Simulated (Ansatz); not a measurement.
## Swapping F for I on Sn: the HOMO–LUMO gap

On one Sn centre, n of the F ligands are replaced by I. The HOMO–LUMO gap y in eV at wB97M-V/def2-TZVPP. Shapes: PBE0-D4/def2-TZVP. Programs: Ansatz 0.2.0.

```
molecule  n  y (eV)
    SnF4  0   13.56
   SnIF3  1    9.79
  SnI2F2  2       ?
    SnI4  4    8.10
```

Fit y = c + s·n to the known rows and predict SnI2F2.


1. Means of the 3 rows: n = 1.66667, y = 10.483.
2. Σ(Δn)² = 8.6667, Σ(Δn·Δy) = -10.227, so the slope is -10.227/8.6667 = -1.18.
3. Intercept: 10.483 − (-1.18) × 1.66667 = 12.450. The largest residual of the fit is 1.48.
4. SnI2F2: 12.450 + (-1.18) × 2 = 10.09 eV.

The run gave 9.01 eV, so the prediction is off by +1.08 eV, within the largest residual. The step per swap drifts from -3.77 to -0.46 eV. Other levels give for SnI2F2: SPW92/def2-TZVPP 2.92; r2SCAN0-D4/def2-TZVPP 5.28; wB97X-V/def2-TZVPP 9.24 eV. Orbital gaps aren't excitation energies, and the LUMO depends on the basis. For atoms past krypton def2 sets carry core potentials with scalar relativity.

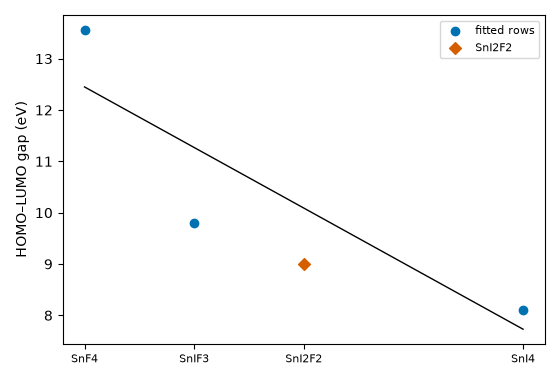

The fitted line, with the withheld member.
